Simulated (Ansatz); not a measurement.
# C2H6F2N2W: what the fields show

| atom | x (Å) | y (Å) | z (Å) |
| --- | --- | --- | --- |
| C | -0.2516 | 0.1825 | 2.3124 |
| N | -0.1075 | 0.9610 | 1.1356 |
| W | 0.0855 | 1.3809 | -0.5422 |
| F | -1.4469 | 2.3288 | -1.0771 |
| F | 1.7316 | 2.2695 | -0.7262 |
| N | 0.1622 | -0.0809 | -1.4839 |
| C | 0.1724 | -1.4611 | -1.8107 |
| H | -0.2425 | -0.8902 | 2.0924 |
| H | 0.5636 | 0.3968 | 3.0107 |
| H | -1.1951 | 0.4226 | 2.8126 |
| H | -0.6402 | -1.6917 | -2.5071 |
| H | 0.0517 | -2.0891 | -0.9216 |
| H | 1.1169 | -1.7290 | -2.2950 |

Geometry: PBE0-D4/def2-TZVP; core potentials replace the inner electrons of W.

Level of theory: RKS PBE0-D4/def2-TZVPP (Ansatz).

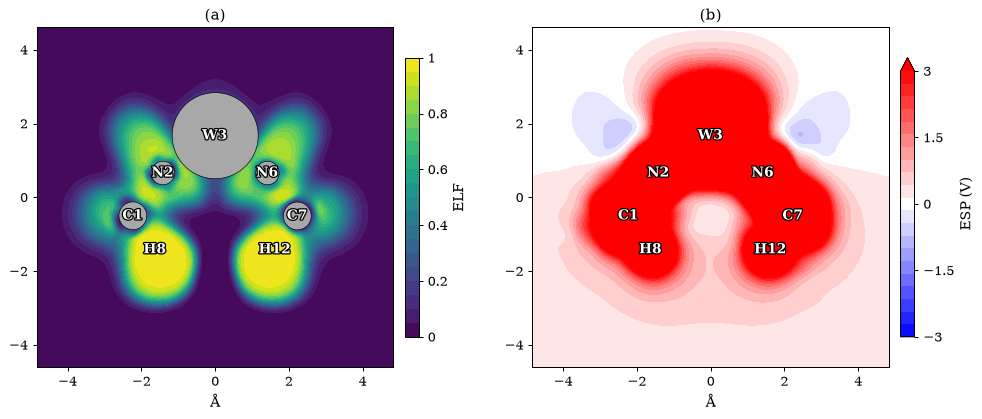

Figure 1. (a) electron localisation function; (b) molecular electrostatic potential on the plane of atoms N2, W3 and N6. Grey discs cover the atomic cores in the ELF map.

> Describe what can be read from this map.

The section cuts through C, N, W and H sites. C–N (1.42 Å): the ELF peaks at about 0.90 between the atoms (a shared electron pair). W–N (1.74 Å): the ELF peaks at about 0.80 in the valence shell of N, 0.6 Å from its nucleus, and is about 0.35 at the midpoint. C–H (1.10 Å): the ELF climbs to about 1 towards the hydrogen, as it does in any bond to H: an ordinary covalent bond to hydrogen. Outside the dense part of the molecule the potential is most negative (−0.7 V) near N2 and N6.

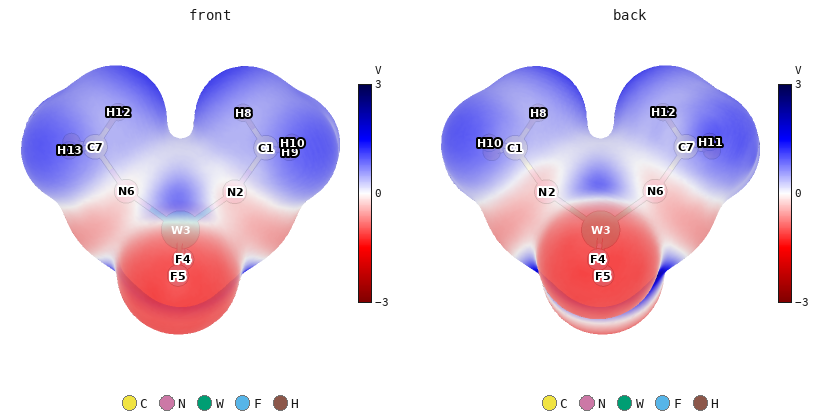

Figure 2. The molecular electrostatic potential painted on the density surface at 0.002 e/bohr³, seen from the front and from behind; red is negative and blue positive.

> Which sites attract a positive test charge, and which a negative one?

A positive charge is drawn to the negative regions and a negative charge to the positive ones. The most negative region (about −1.1 V) lies over F4 and F5, the most positive (about +2.4 V) over W3.

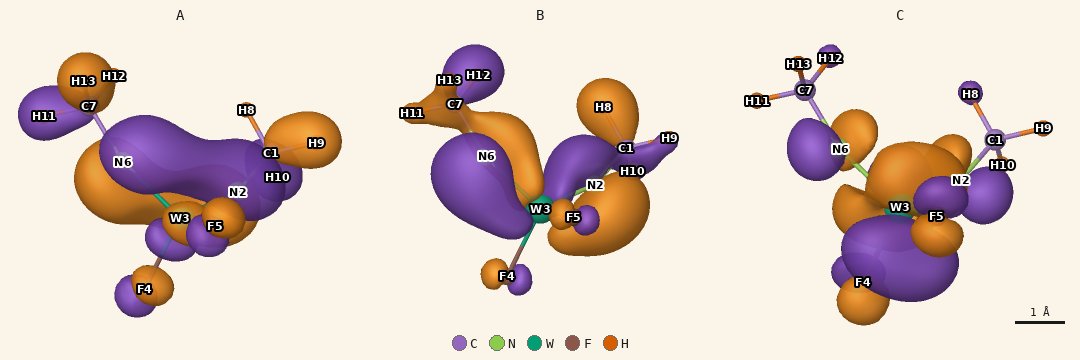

Figure 3. Three frontier orbitals at ±0.1 Å⁻³ᐟ² (orange and purple are the two phases), in no order.

> Order the three orbitals by energy and name them.

A is the HOMO−1 (−7.75 eV). It lies mainly on N2 (about 25 %), N6 (about 25 %) and W3 (about 20 %). B is the HOMO (−7.30 eV). By Hirshfeld shares it lies mainly on N2 (about 30 %), N6 (about 30 %) and W3 (about 15 %). C is the LUMO (−1.09 eV). By Hirshfeld shares it lies mainly on W3 (about 65 %), F4 (about 10 %), F5 (about 10 %), N2 (about 10 %) and N6 (about 10 %).

> What is the HOMO–LUMO gap?

6.21 eV between the orbital energies.

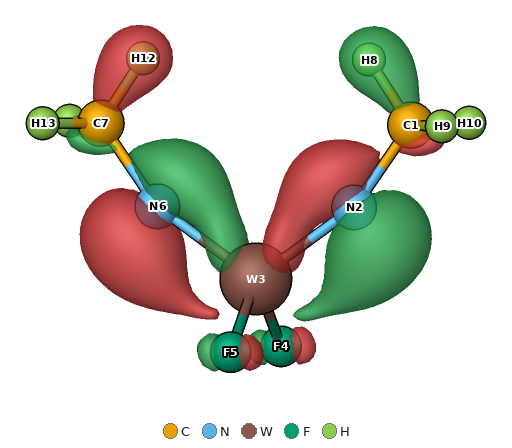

Figure 4. The HOMO at ±0.15 Å⁻³ᐟ² (green and red are the two phases), seen at a tilt.

> Where does this orbital lie, and at what energy?

Its weight (Hirshfeld) is mainly on N2 (about 30 %), N6 (about 30 %) and W3 (about 15 %). Its energy is −7.30 eV.
